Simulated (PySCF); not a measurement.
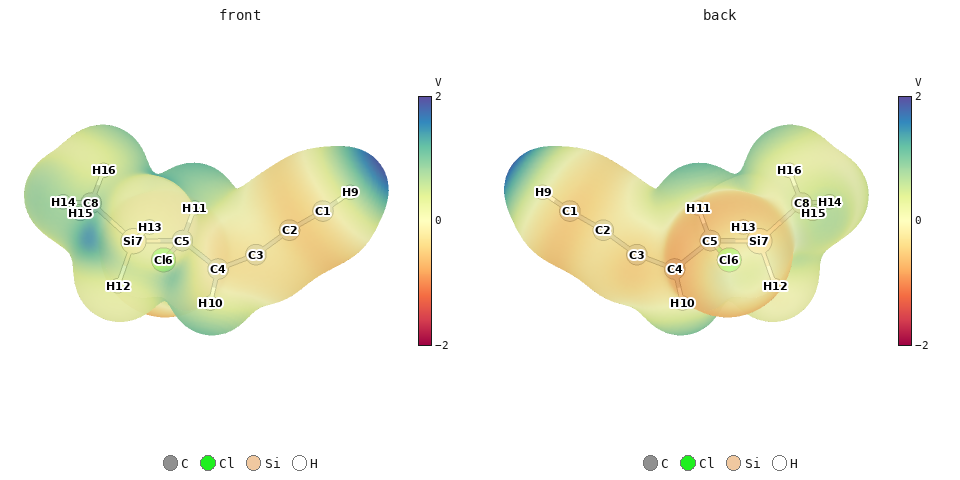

The picture shows: C₆H₈ClSi (doublet). The molecular electrostatic potential painted on the density surface at 0.002 e/bohr³, seen from the front and from behind; the colour scale runs from red (negative) to blue (positive).

Geometry: GFN2-xTB.

Level of theory: UKS B3LYP, pcH-1 on C Cl H Si, non-relativistic, mean-field spin-orbit, GIAO in PySCF.

```xyz
16

C     3.9829    1.6473   -0.8704
C     3.1319    1.0391   -0.2297
C     2.3082    0.3983    0.5708
C     1.3077   -0.2616    1.0742
C     0.1274   -0.7065    0.2745
Cl   -0.1071   -2.4823    0.4928
Si   -1.5003    0.1481    0.8497
C    -2.9084   -0.4610   -0.2592
H     4.6590    2.1550   -1.4890
H     1.2720   -0.5191    2.1263
H     0.3173   -0.5608   -0.7896
H    -1.7106   -0.2218    2.2507
H    -1.2808    1.5930    0.7172
H    -3.8451    0.0143    0.0139
H    -3.0439   -1.5352   -0.1705
H    -2.7180   -0.2378   -1.3056
```

Q: Where is the surface potential most negative and most positive?

A: The most negative region (about −0.8 V) lies over Cl6, the most positive (about +1.8 V) over H9. Cl6 shows a σ-hole: about +0.2 V at the tip opposite its bond, against about −0.4 V on its flanks.
